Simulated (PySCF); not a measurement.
## A study: CH3, charge +1, SMILES `[CH3+]`

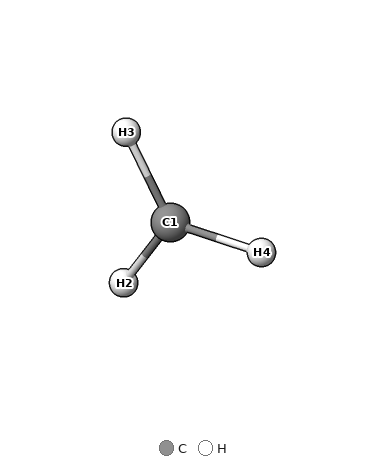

The molecule, with its atoms numbered as below. No frequency check shows the geometry to be a minimum.

Geometry (Å), atoms numbered from 1:

```
C1      -0.0000    0.0000    0.0000
H2       0.9733    0.5182    0.0000
H3      -0.0378   -1.1020    0.0000
H4      -0.9354    0.5837    0.0000
```

Part 1: Bonding charge

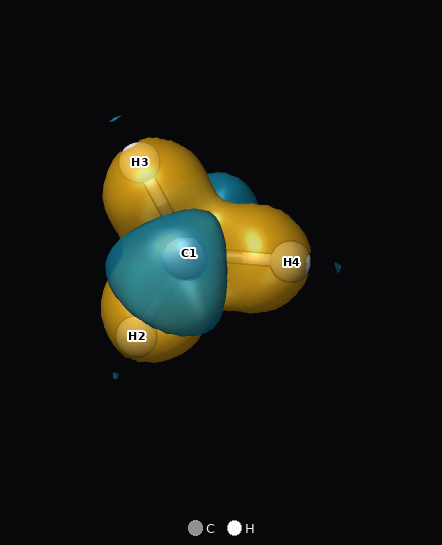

Deformation density (molecule less spherical, spin-averaged free atoms at the same positions), surfaces at ±0.1 e/Å³; yellow: gain, teal: loss.

Computed with PySCF, PBE0/6-311+G**, geometry: GFN2-xTB.

Q: How much density has each bond gained at its critical point, relative to the free atoms?

A: C1–H4, C1–H3 and C1–H2: +0.84 e/Å³ at the bond critical point (bond length 1.10 Å). In all, 0.8 electrons gather in the regions of gain relative to the promolecule of neutral atoms (the regions of loss give up this much and the cation's charge besides).

Part 2: Bond critical points

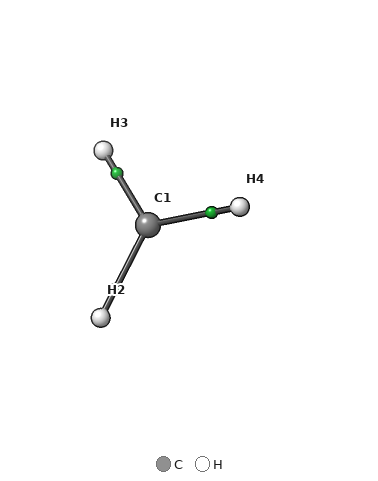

Molecular graph of the electron density (QTAIM): bond paths, bond critical points (green), ring points (magenta, if any); weak paths are dashed.

Q: How many critical points of each kind are there, and does the count close?

A: 4 nuclei, 3 bond, 0 ring and 0 cage critical points: 4 − 3 + 0 − 0 = 1, as the Poincaré–Hopf relation requires.

Q: What does the calculation give at each kind of bond critical point?

A:
| bond | length (Å) | ρ (a.u.) | ∇²ρ (a.u.) | ε | H (a.u.) |
| --- | --- | --- | --- | --- | --- |
| C1–H4 (3 alike) | 1.103 | 0.286 | −1.11 | 0.06 | −0.292 |

Q: What kind of interaction is C1–H4?

A: Shared-shell (covalent): ρ = 0.286, ∇²ρ = −1.11, H = −0.292 a.u.

Part 3: Local ionisation energy

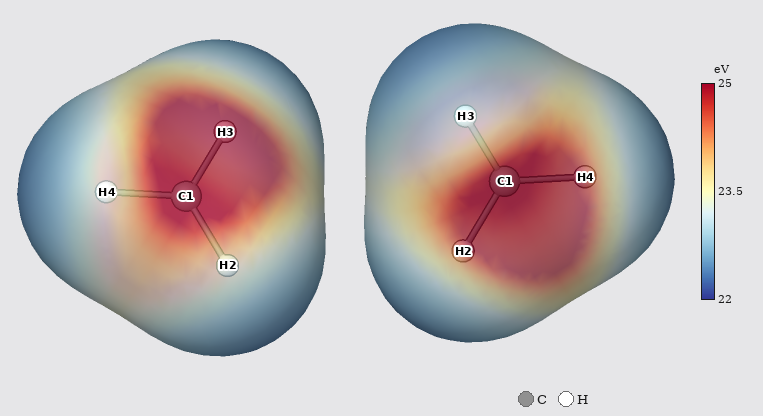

Average local ionisation energy on the surface of electron density 0.001 a.u. (back view left, front view right).

Q: Locate the minima of the map.

A: The lowest value is 22.4 eV, 1.2 Å from H3, and at like points elsewhere. For comparison, the highest occupied orbital lies at −21.6 eV.

Part 4: Excited states

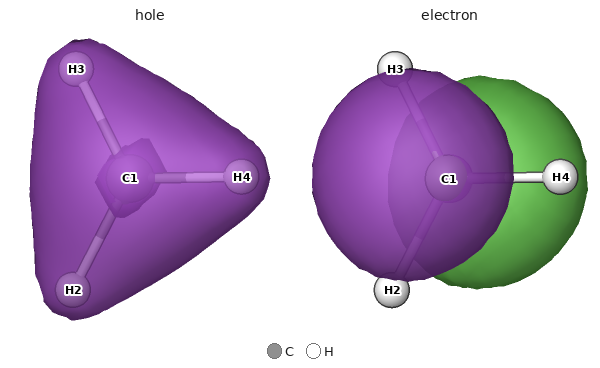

Leading natural transition orbital pair of S₅ (TDA singlet states); the surfaces enclose about 70 % of each orbital's density.

Level of theory: CAM-B3LYP/6-311+G** (PySCF), at a geometry from GFN2-xTB.

Q: Give its energy and the atoms that hole and electron lie on.

A: 15.48 eV (80 nm), f = 0.367 (bright); the leading pair carries 99 %; hole on C1 (66 %) and H2, H3 and H4 (11 % each), electron on C1 (78 %) and H2, H3 and H4 (7 % each); their centroids lie 0.0 Å apart. In canonical orbitals it is mainly HOMO−2 → LUMO (99 %). The HOMO–LUMO gap is 11.53 eV.

Part 5: In an electric field

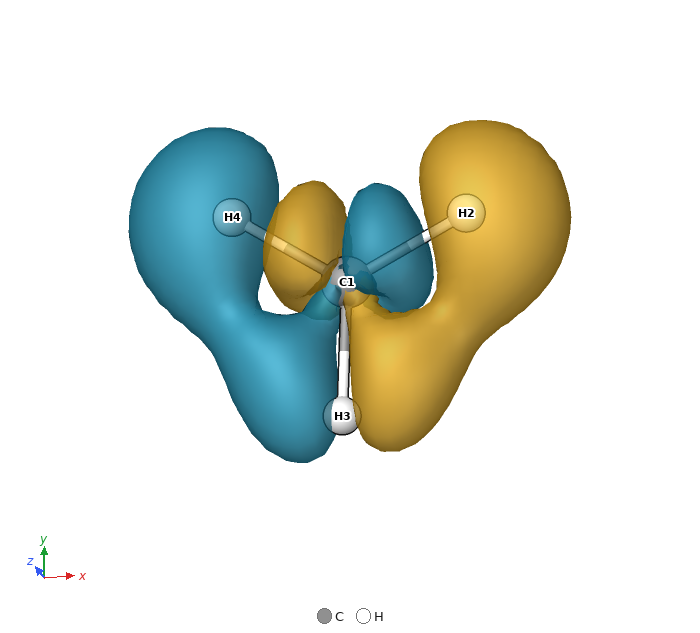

Change of the electron density in a uniform field of 0.26 V/Å, surfaces at ±0.0015 e/Å³ (yellow: gain, teal: loss).

Method: B3LYP/6-311+G**; geometry: GFN2-xTB; program: PySCF. The basis has diffuse s and p functions alone, which still leaves polarisabilities too small, most of all across bonds.

Q: Along which Cartesian direction does the field point?

A: Along −x: electrons gather on the +x side, against the field.

Q: How large is the response?

A: The induced dipole is 0.13 D (along the field); α along this axis, from the fields in both directions, is 10 bohr³ (1.5 Å³).

Q: Which atoms gain and lose the most charge?

A: Electrons gather most on H2 (Hirshfeld charge changes by −0.007 e) and leave H4 most (+0.006 e); 0.016 electrons are displaced in all.

Part 6: Removing or adding an electron

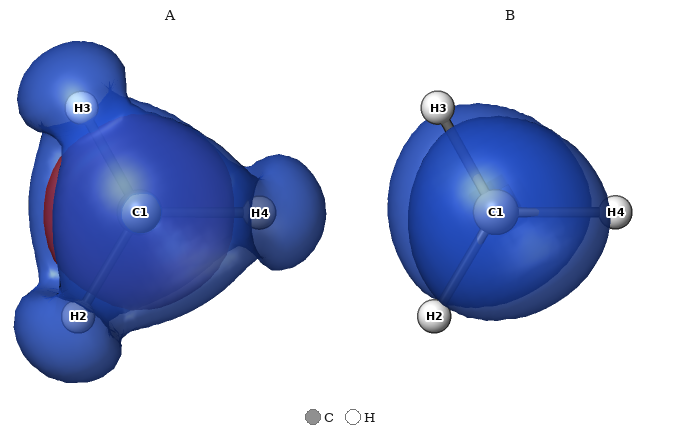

The Fukui function f⁺ from two separate SCF calculations and the density of the LUMO, at ±0.04 e/Å³ (blue positive, red negative).

PySCF calculation, r2SCAN/def2-SVPD, gas phase; geometry: GFN2-xTB.

Q: Which panel is which, and how good is the frozen-orbital picture?

A: A is f⁺ (it has negative regions), B the LUMO density. The LUMO lies on C1 (80 %) and H2, H3 and H4 (7 % each); f⁺ (Hirshfeld-condensed) is largest on C1 (0.56); the vertical electron affinity is 10.11 eV (the stability of the neutral species's solution wasn't checked). Relaxation shifts 24 % of the electron between atoms. The orbital energy is −13.86 eV.

Part 7: Localised orbitals

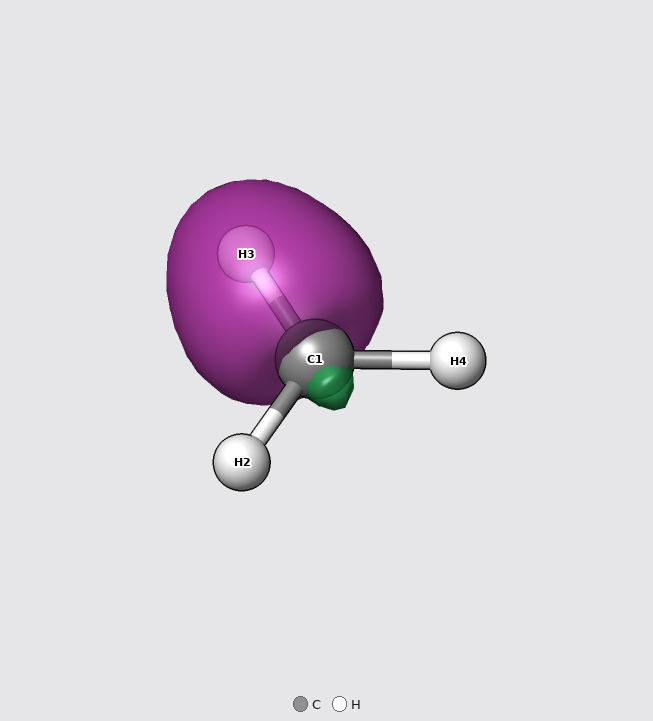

Pipek–Mezey orbitals, occupied; each surface holds about 80 % of the orbital's density. Energies are diagonal elements of the Fock matrix.

Computed with PySCF, B3LYP/6-31G*, geometry: GFN2-xTB.

Q: What does this orbital represent?

A: σ bond C1–H3 (C1 62 %, H3 38 %; −23.7 eV).

The PySCF runs shown took 1.9 s, 8.4 s, 2.8 s, 16 s and 1.3 s on 1 thread of Arm Neoverse V1, with other jobs on the host.
